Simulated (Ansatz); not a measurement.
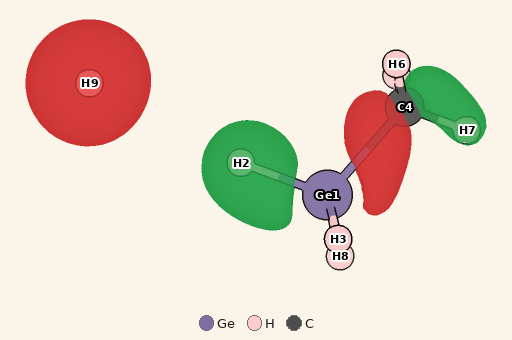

*CH6Ge···H (doublet). The HOMO (α) at ±0.15 Å⁻³ᐟ² (green and red are the two phases), seen across its widest extent.*

Computed with Ansatz 0.2.0, UKS PBE0-D4/def2-SVP.

Input file:

```
crystal:
  periodic: [false, false, false]
  atoms:
    - { symbol: Ge, position_ang: [0.000936, 0.00322, -0.059344] }
    - { symbol: H, position_ang: [0.011653, -0.041921, 1.490618] }
    - { symbol: H, position_ang: [1.459729, -0.016393, -0.558585] }
    - { symbol: C, position_ang: [-0.926211, 1.606948, -0.687304] }
    - { symbol: H, position_ang: [-1.981881, 1.381847, -0.897041] }
    - { symbol: H, position_ang: [-0.883467, 2.384333, 0.088939] }
    - { symbol: H, position_ang: [-0.464477, 2.001813, -1.603996] }
    - { symbol: H, position_ang: [-0.695365, -1.270938, -0.580144] }
    - { symbol: H, position_ang: [-0.005916, -0.008508, 3.353258] }
magnetization:
  spin_polarized: true
  initial_magnetization: 1
basis:
  gaussian: { orbitals: def2-SVP }
hamiltonian:
  xc: pbe0
  dispersion: d4
relax:
  f_tol: 0.03
  max_steps: 50
output:
  orbitals: {}
```

Launched as:

```sh
ansatz run input.yaml --threads 2 --pin off --max-ram 3072MiB --backend cpu --events-out ev --progress --plain --runs-dir out
```

The fields are those of the run's last geometry, not of the input's.

Question: Describe this orbital and give its energy.

Answer: It lies mainly on H9 (about 55 %), Ge1 (about 15 %), H2 (about 15 %) and C4 (about 10 %). Its energy is −8.82 eV.
